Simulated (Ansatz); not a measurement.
# CO on a W(110) slab cut from the Im-3m phase: a line through an energy map

How does the energy of CO on a W(110) slab cut from the Im-3m phase (12 atoms of substrate and one adsorbate in a 2 × 2 cell) vary with position of O13 along the second surface vector, from above W9, at position of O13 along the first surface vector, from above W9 = 0.167?

The COD cell was measured well above room temperature, so it is larger than a cold one.

Method: DFT PBE+D3(BJ), scalar-relativistic, plane waves, PAW, in Ansatz 0.2.0.

1 further run of the same task is left out (set aside as unsound or not needed).

## Step 1: The structure to begin with

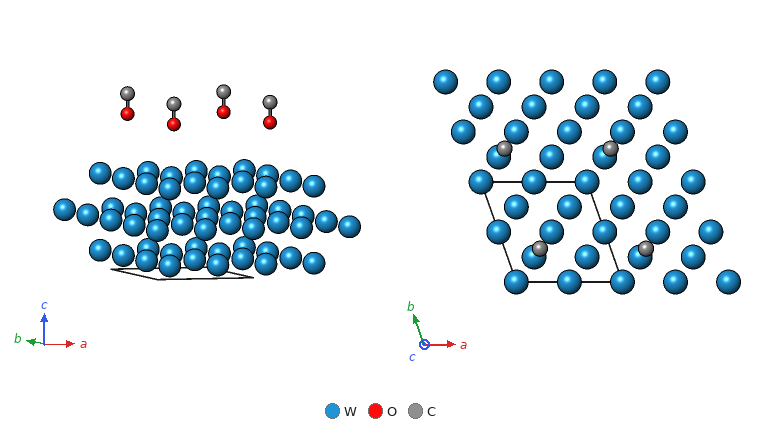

Start, viewed from the side (left, normal up) and from above (right); tungsten blue, oxygen red, carbon grey; 2×2 surface cells, with atoms on the cell's edges repeated; the outline under the slab is one cell, and the vacuum is left out.

As a file:

```cif
data_structure
_symmetry_space_group_name_H-M 'P 1'
_symmetry_Int_Tables_number 1
_cell_length_a 5.4725
_cell_length_b 5.4725
_cell_length_c 23.4132
_cell_angle_alpha 90.000
_cell_angle_beta 90.000
_cell_angle_gamma 109.471
_cell_volume 661.08
loop_
_atom_site_label
_atom_site_type_symbol
_atom_site_fract_x
_atom_site_fract_y
_atom_site_fract_z
_atom_site_occupancy
W1 W 0.25000 0.25000 0.17084 1
W2 W 0.25000 0.75000 0.17084 1
W3 W 0.75000 0.25000 0.17084 1
W4 W 0.75000 0.75000 0.17084 1
W5 W 0.00000 0.00000 0.26401 1
W6 W 0.00000 0.50000 0.26401 1
W7 W 0.50000 0.00000 0.26401 1
W8 W 0.50000 0.50000 0.26401 1
W9 W 0.25000 0.25000 0.35720 1
W10 W 0.25000 0.75000 0.35720 1
W11 W 0.75000 0.25000 0.35720 1
W12 W 0.75000 0.75000 0.35720 1
O1 O 0.33333 0.33333 0.51096 1
C1 C 0.33333 0.33333 0.56008 1
```

This is the geometry of the first run shown, built on a cell relaxed beforehand with the same method.

## Step 2: Plan of the line

Atoms count from 1 in the order of the input.

CO (O end down) is moved over the surface cell at a fixed height above a rigid substrate; the origin of the map has the adsorbate above W9; the height is held at 3.60 Å.

- position of O13 along the first surface vector, from above W9: 6 values from 0.000 to 0.833, periodic
- position of O13 along the second surface vector, from above W9: 6 values from 0.000 to 0.833, periodic

Nothing else is relaxed. Points are written as (first, second).

The two vectors of the plane (Å): (2.736, 0.000, 0.000); (-0.912, 2.580, 0.000).

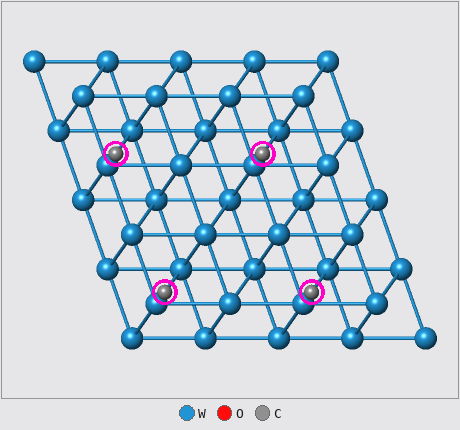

The geometry at (1/6, 1/6) of the map's two axes. Rings mark the moved atoms.

## Step 3: Grid point (1/6, 1/6) of the map's two axes

A dipole layer in the vacuum cancels the field that periodic copies would set up if the slab's two faces differ.

Input file input.yaml:

```yaml
crystal:
  lattice:
    - [5.4724694858, 0.0, 0.0]
    - [-1.8241564953, 5.159493711, 0.0]
    - [0.0, 0.0, 23.4132206217]
  atoms:
    - { symbol: W, position: [0.25, 0.25, 0.170843647] }
    - { symbol: W, position: [0.25, 0.75, 0.170843647] }
    - { symbol: W, position: [0.75, 0.25, 0.170843647] }
    - { symbol: W, position: [0.75, 0.75, 0.170843647] }
    - { symbol: W, position: [0.0, 0.0, 0.2640140555] }
    - { symbol: W, position: [0.0, 0.5, 0.2640140555] }
    - { symbol: W, position: [0.5, 0.0, 0.2640140555] }
    - { symbol: W, position: [0.5, 0.5, 0.2640140555] }
    - { symbol: W, position: [0.25, 0.25, 0.357200778] }
    - { symbol: W, position: [0.25, 0.75, 0.357200778] }
    - { symbol: W, position: [0.75, 0.25, 0.357200778] }
    - { symbol: W, position: [0.75, 0.75, 0.357200778] }
    - { symbol: O, position: [0.3333333333, 0.3333333333, 0.5109600603] }
    - { symbol: C, position: [0.3333333333, 0.3333333333, 0.5600776089] }
basis:
  ecutwfc: 420
kpoints:
  mp_grid: { grid: [5, 5, 1] }
hamiltonian:
  xc: pbe
  pseudopotentials: { kind: paw, azcp: { folder: soft_1 } }
  dispersion: d3bj
scf:
  occupations: { method: gaussian, width: 0.1 }
output:
  forces: true
  eigenvalues: true
efield:
  axis: 3
  dipole_correction: true
  ramp_width: 0.04
```

Run with:

```console
$ ansatz run input.yaml --threads 4 --pin off --max-ram 12288MiB --backend cpu --events-out ev --progress --plain --runs-dir out
```

Standard output, cut to the lines that bear on the results:

```text
Warning: RAYON_NUM_THREADS=4 ignored (pool sized by the plan → 4); use --threads N
[...]
Pseudopotentials: kind: paw
Pseudopotential: W, paw, valence charge 14, recommended cutoff 420 eV (normal), <dir>
Pseudopotential: O, paw, valence charge 6, recommended cutoff 420 eV (normal), <dir>
Pseudopotential: C, paw, valence charge 4, recommended cutoff 420 eV (normal), <dir>
Functional definition: PBE
[...]
Crystal: 14 atoms, lattice volume = 661.076 Å³
Basis set: ecut = 420 eV, 12931 PW (Γ), exchange–correlation on 80×80×320 points (8 copies of the dense FFT grid, shifted against one another)
Bands: 107, of which v1, the nominal top of the filled ones, is band 89 counted from 1 (88 counted from 0)
Symmetry: 2 space group operations
Space group: Cm (ITA 8), of the structure as read, at distance tolerance 8.7e-5 Å
k-points: 9 of 25 (time reversal used)
[...]
SCF iter   1: F=—  HF=-125447.623984 eV  |F-HF|=—  |Δ(HF+E_count)|=         —  Δρ=4.40e-2  dr2=3.60e1  ethr=3.10e-3  p=0.000 e·Å  D=2.03e-7 V/Å  ΔV_dip=-0.00 eV  dr2_dipole=5.06e-3  V_vac-E_F(+/−)=7.03/7.03 eV  ⟨swp⟩=8.7  Hψ=4729  notcnv=0
[...]
SCF iter  11: F=-125441.219430 eV  HF=-125441.219430 eV  |F-HF|=3.58e-8  |Δ(HF+E_count)|=   5.96e-7  Δρ=1.26e-6  dr2=1.42e-8  ethr=5.62e-11  p=-0.010 e·Å  D=-2.73e-3 V/Å  ΔV_dip=0.06 eV  dr2_dipole=9.35e-12  V_vac-E_F(+/−)=4.92/4.85 eV  ⟨swp⟩=17.2  Hψ=4960  notcnv=0
[...]
SCF converged after 11 iterations
Free energy (F): -125441.219430 eV
[...]
E sigma→0 (E₀):  -125441.185074 eV
Entropy (-TS):   -0.068711 eV (-4.908 meV/atom)
Fermi energy:    3.378753 eV
Dipole field:    D = -0.002736 V/Å  (p = -0.009994 e·Å, saw-weighted, corrected)
Work function:   Φ+ = 4.9188 eV   Φ− = 4.8547 eV
Levels:          The Fermi level and band energies are counted from a zero that moves with the ramp; work functions are not
[...]
--- Forces (eV/Å), atoms counted from 1 ---
  atom   1  W      0.00236089     0.00333881     0.00716616
  atom   2  W     -0.00007420    -0.00175066     0.00482663
  atom   3  W     -0.00162581    -0.00065351     0.00482663
  atom   4  W     -0.00085484    -0.00120892     0.01041989
  atom   5  W     -0.00298169    -0.00421674     0.02280595
  atom   6  W      0.00220427     0.00068790     0.00985655
  atom   7  W     -0.00008620     0.00230751     0.00985655
  atom   8  W     -0.00024957    -0.00035294     0.00415525
[...]
--- Band table (eV; the first three rows and the last of 9) ---
[...]
```

Wall time 8.7 s (4 threads of Intel Xeon 6975P-C (Granite Rapids), shared host); peak memory 1.8 GiB.

Read from this run: work function 4.92 eV (top face), 4.85 eV (bottom face); dipole along +c -0.010 e·Å per cell.

## Step 4: Point (1/6, 2/6) of the map's two axes

Changes to input.yaml since step 3:

```diff
@@ -18,4 +18,4 @@
     - { symbol: W, position: [0.75, 0.75, 0.357200778] }
-    - { symbol: O, position: [0.3333333333, 0.3333333333, 0.5109600603] }
-    - { symbol: C, position: [0.3333333333, 0.3333333333, 0.5600776089] }
+    - { symbol: O, position: [0.3333333333, 0.4166666667, 0.5109600603] }
+    - { symbol: C, position: [0.3333333333, 0.4166666667, 0.5600776089] }
 basis:
```

Run with:

```console
$ ansatz run input.yaml --threads 4 --pin off --max-ram 12288MiB --backend cpu --events-out ev --progress --plain --runs-dir out
```

Standard output, cut to the lines that bear on the results:

```text
Warning: RAYON_NUM_THREADS=4 ignored (pool sized by the plan → 4); use --threads N
[...]
Pseudopotentials: kind: paw
Pseudopotential: W, paw, valence charge 14, recommended cutoff 420 eV (normal), <dir>
Pseudopotential: O, paw, valence charge 6, recommended cutoff 420 eV (normal), <dir>
Pseudopotential: C, paw, valence charge 4, recommended cutoff 420 eV (normal), <dir>
Functional definition: PBE
[...]
Crystal: 14 atoms, lattice volume = 661.076 Å³
Basis set: ecut = 420 eV, 12931 PW (Γ), exchange–correlation on 80×80×320 points (8 copies of the dense FFT grid, shifted against one another)
Bands: 107, of which v1, the nominal top of the filled ones, is band 89 counted from 1 (88 counted from 0)
Symmetry: 1 space group operations
Space group: P1 (ITA 1), of the structure as read, at distance tolerance 8.7e-5 Å
k-points: 13 of 25 (time reversal used)
[...]
SCF converged after 11 iterations
Free energy (F): -125441.214611 eV
[...]
E sigma→0 (E₀):  -125441.180227 eV
Entropy (-TS):   -0.068768 eV (-4.912 meV/atom)
Fermi energy:    3.377689 eV
Dipole field:    D = -0.002885 V/Å  (p = -0.010538 e·Å, saw-weighted, corrected)
Work function:   Φ+ = 4.9222 eV   Φ− = 4.8547 eV
Levels:          The Fermi level and band energies are counted from a zero that moves with the ramp; work functions are not
[...]
--- Forces (eV/Å), atoms counted from 1 ---
  atom   1  W      0.00112956     0.00569805     0.00665312
  atom   2  W      0.00108010    -0.00383983     0.00580149
  atom   3  W      0.00029990    -0.00122170     0.00636392
  atom   4  W     -0.00247549    -0.00109444     0.00897142
  atom   5  W     -0.00092321    -0.00525948     0.02799143
  atom   6  W     -0.00026394     0.00195545     0.00378320
  atom   7  W     -0.00095125     0.00424569     0.01180486
  atom   8  W      0.00060393    -0.00209586     0.00177106
[...]
--- Band table (eV; the first three rows and the last of 13) ---
[...]
```

Wall time 12 s (4 threads of Intel Xeon 6975P-C (Granite Rapids), shared host); peak memory 1.9 GiB.

From the log: work function 4.92 eV (top face), 4.85 eV (bottom face); dipole along +c -0.011 e·Å per cell.

## Step 5: The run at (1/6, 3/6) of the map's two axes

Changes to input.yaml since step 4:

```diff
@@ -18,4 +18,4 @@
     - { symbol: W, position: [0.75, 0.75, 0.357200778] }
-    - { symbol: O, position: [0.3333333333, 0.4166666667, 0.5109600603] }
-    - { symbol: C, position: [0.3333333333, 0.4166666667, 0.5600776089] }
+    - { symbol: O, position: [0.3333333333, 0.5, 0.5109600603] }
+    - { symbol: C, position: [0.3333333333, 0.5, 0.5600776089] }
 basis:
```

Run with:

```console
$ ansatz run input.yaml --threads 4 --pin off --max-ram 12288MiB --backend cpu --events-out ev --progress --plain --runs-dir out
```

Standard output, cut to the lines that bear on the results:

```text
Warning: RAYON_NUM_THREADS=4 ignored (pool sized by the plan → 4); use --threads N
[...]
Pseudopotentials: kind: paw
Pseudopotential: W, paw, valence charge 14, recommended cutoff 420 eV (normal), <dir>
Pseudopotential: O, paw, valence charge 6, recommended cutoff 420 eV (normal), <dir>
Pseudopotential: C, paw, valence charge 4, recommended cutoff 420 eV (normal), <dir>
Functional definition: PBE
[...]
Crystal: 14 atoms, lattice volume = 661.076 Å³
Basis set: ecut = 420 eV, 12931 PW (Γ), exchange–correlation on 80×80×320 points (8 copies of the dense FFT grid, shifted against one another)
Bands: 107, of which v1, the nominal top of the filled ones, is band 89 counted from 1 (88 counted from 0)
Symmetry: 1 space group operations
Space group: P1 (ITA 1), of the structure as read, at distance tolerance 8.7e-5 Å
k-points: 13 of 25 (time reversal used)
[...]
SCF converged after 11 iterations
Free energy (F): -125441.211025 eV
[...]
E sigma→0 (E₀):  -125441.176616 eV
Entropy (-TS):   -0.068820 eV (-4.916 meV/atom)
Fermi energy:    3.377415 eV
Dipole field:    D = -0.002939 V/Å  (p = -0.010736 e·Å, saw-weighted, corrected)
Work function:   Φ+ = 4.9234 eV   Φ− = 4.8546 eV
Levels:          The Fermi level and band energies are counted from a zero that moves with the ramp; work functions are not
[...]
--- Forces (eV/Å), atoms counted from 1 ---
  atom   1  W     -0.00005213     0.00661499     0.00601812
  atom   2  W      0.00229383    -0.00477395     0.00678801
  atom   3  W      0.00197193    -0.00163044     0.00837532
  atom   4  W     -0.00360261    -0.00088252     0.00730391
  atom   5  W      0.00155455    -0.00541315     0.03035309
  atom   6  W     -0.00241094     0.00197307     0.00150894
  atom   7  W     -0.00114101     0.00553596     0.01208803
  atom   8  W      0.00161425    -0.00282731     0.00033170
[...]
--- Band table (eV; the first three rows and the last of 13) ---
[...]
```

Wall time 12 s (4 threads of Intel Xeon 6975P-C (Granite Rapids), shared host); peak memory 1.9 GiB.

This gives work function 4.92 eV (top face), 4.85 eV (bottom face); dipole along +c -0.011 e·Å per cell.

## Step 6: The run at (1/6, 4/6) of the map's two axes

Changes to input.yaml since step 5:

```diff
@@ -18,4 +18,4 @@
     - { symbol: W, position: [0.75, 0.75, 0.357200778] }
-    - { symbol: O, position: [0.3333333333, 0.5, 0.5109600603] }
-    - { symbol: C, position: [0.3333333333, 0.5, 0.5600776089] }
+    - { symbol: O, position: [0.3333333333, 0.5833333333, 0.5109600603] }
+    - { symbol: C, position: [0.3333333333, 0.5833333333, 0.5600776089] }
 basis:
```

Run with:

```console
$ ansatz run input.yaml --threads 4 --pin off --max-ram 12288MiB --backend cpu --events-out ev --progress --plain --runs-dir out
```

Standard output, cut to the lines that bear on the results:

```text
Warning: RAYON_NUM_THREADS=4 ignored (pool sized by the plan → 4); use --threads N
[...]
Pseudopotentials: kind: paw
Pseudopotential: W, paw, valence charge 14, recommended cutoff 420 eV (normal), <dir>
Pseudopotential: O, paw, valence charge 6, recommended cutoff 420 eV (normal), <dir>
Pseudopotential: C, paw, valence charge 4, recommended cutoff 420 eV (normal), <dir>
Functional definition: PBE
[...]
Crystal: 14 atoms, lattice volume = 661.076 Å³
Basis set: ecut = 420 eV, 12931 PW (Γ), exchange–correlation on 80×80×320 points (8 copies of the dense FFT grid, shifted against one another)
Bands: 107, of which v1, the nominal top of the filled ones, is band 89 counted from 1 (88 counted from 0)
Symmetry: 1 space group operations
Space group: P1 (ITA 1), of the structure as read, at distance tolerance 8.7e-5 Å
k-points: 13 of 25 (time reversal used)
[...]
SCF converged after 11 iterations
Free energy (F): -125441.212277 eV
[...]
E sigma→0 (E₀):  -125441.177871 eV
Entropy (-TS):   -0.068813 eV (-4.915 meV/atom)
Fermi energy:    3.378227 eV
Dipole field:    D = -0.002845 V/Å  (p = -0.010393 e·Å, saw-weighted, corrected)
Work function:   Φ+ = 4.9212 eV   Φ− = 4.8546 eV
Levels:          The Fermi level and band energies are counted from a zero that moves with the ramp; work functions are not
[...]
--- Forces (eV/Å), atoms counted from 1 ---
  atom   1  W     -0.00088464     0.00589801     0.00529337
  atom   2  W      0.00323539    -0.00434481     0.00741900
  atom   3  W      0.00274628    -0.00176364     0.01018535
  atom   4  W     -0.00413596    -0.00049106     0.00575451
  atom   5  W      0.00375775    -0.00477563     0.02918362
  atom   6  W     -0.00386343     0.00097919     0.00364633
  atom   7  W     -0.00103220     0.00569861     0.01102653
  atom   8  W      0.00232244    -0.00263652     0.00066074
[...]
--- Band table (eV; the first three rows and the last of 13) ---
[...]
```

Run time: 12 s. Hardware: 4 threads of Intel Xeon 6975P-C (Granite Rapids), shared host; peak memory 1.9 GiB.

From the log: work function 4.92 eV (top face), 4.85 eV (bottom face); dipole along +c -0.010 e·Å per cell.

## Step 7: The run at (1/6, 5/6) of the map's two axes

Changes to input.yaml since step 6:

```diff
@@ -18,4 +18,4 @@
     - { symbol: W, position: [0.75, 0.75, 0.357200778] }
-    - { symbol: O, position: [0.3333333333, 0.5833333333, 0.5109600603] }
-    - { symbol: C, position: [0.3333333333, 0.5833333333, 0.5600776089] }
+    - { symbol: O, position: [0.3333333333, 0.6666666667, 0.5109600603] }
+    - { symbol: C, position: [0.3333333333, 0.6666666667, 0.5600776089] }
 basis:
```

Run with:

```console
$ ansatz run input.yaml --threads 4 --pin off --max-ram 12288MiB --backend cpu --events-out ev --progress --plain --runs-dir out
```

Standard output, cut to the lines that bear on the results:

```text
Warning: RAYON_NUM_THREADS=4 ignored (pool sized by the plan → 4); use --threads N
[...]
Pseudopotentials: kind: paw
Pseudopotential: W, paw, valence charge 14, recommended cutoff 420 eV (normal), <dir>
Pseudopotential: O, paw, valence charge 6, recommended cutoff 420 eV (normal), <dir>
Pseudopotential: C, paw, valence charge 4, recommended cutoff 420 eV (normal), <dir>
Functional definition: PBE
[...]
Crystal: 14 atoms, lattice volume = 661.076 Å³
Basis set: ecut = 420 eV, 12931 PW (Γ), exchange–correlation on 80×80×320 points (8 copies of the dense FFT grid, shifted against one another)
Bands: 107, of which v1, the nominal top of the filled ones, is band 89 counted from 1 (88 counted from 0)
Symmetry: 2 space group operations
Space group: Cm (ITA 8), of the structure as read, at distance tolerance 8.7e-5 Å
k-points: 9 of 25 (time reversal used)
[...]
SCF converged after 11 iterations
Free energy (F): -125441.217108 eV
[...]
E sigma→0 (E₀):  -125441.182731 eV
Entropy (-TS):   -0.068755 eV (-4.911 meV/atom)
Fermi energy:    3.379298 eV
Dipole field:    D = -0.002696 V/Å  (p = -0.009849 e·Å, saw-weighted, corrected)
Work function:   Φ+ = 4.9177 eV   Φ− = 4.8546 eV
Levels:          The Fermi level and band energies are counted from a zero that moves with the ramp; work functions are not
[...]
--- Forces (eV/Å), atoms counted from 1 ---
  atom   1  W     -0.00118586     0.00384401     0.00462468
  atom   2  W      0.00360536    -0.00254937     0.00762781
  atom   3  W      0.00232893    -0.00164680     0.01122994
  atom   4  W     -0.00401945    -0.00016330     0.00462468
  atom   5  W      0.00481109    -0.00340195     0.02464240
  atom   6  W     -0.00450348    -0.00061744     0.00911790
  atom   7  W     -0.00091904     0.00445173     0.00911790
  atom   8  W      0.00223523    -0.00158055     0.00299552
[...]
--- Band table (eV; the first three rows and the last of 9) ---
[...]
```

Run time: 9.1 s. Hardware: 4 threads of Intel Xeon 6975P-C (Granite Rapids), shared host; peak memory 1.8 GiB.

Read from this run: work function 4.92 eV (top face), 4.85 eV (bottom face); dipole along +c -0.010 e·Å per cell.

## Step 8: What came out

| position of O13 along the second surface vector, from above W9 | step | energy (meV) | slope (meV per unit fraction) |
| --- | --- | --- | --- |
| 0.000 | – | 0.0 | −8 |
| 0.167 | 3 | 1.2 | 22 |
| 0.333 | 4 | 6.1 | 30 |
| 0.500 | 5 | 9.7 | 8 |
| 0.667 | 6 | 8.4 | −22 |
| 0.833 | 7 | 3.6 | −30 |

Energies count from the lowest point of the line. Rows without a step come from runs not printed here or follow by symmetry. Slopes come from the forces (and the stress, where the cell changes), not from differences of energies.

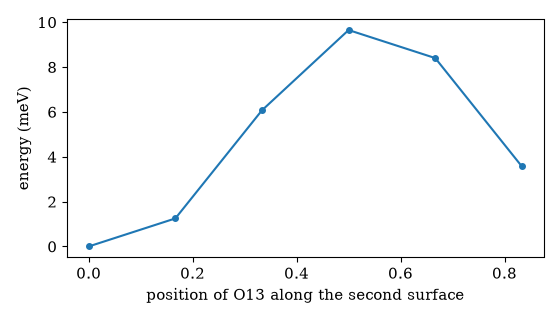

Energy along the line.

What this shows: The lowest point of the line is at 0.000. The highest point computed, at 0.500, lies 9.7 meV above the lowest. This is one cut through a surface in two coordinates; the map's lowest point lies off it. The host is rigid and the atom is kept to this plane, so wells and barriers of the map are not those of diffusion. The runs treat W without spin-orbit coupling. Spin polarisation is off in the runs that give these values; a magnetic solution could lie lower.
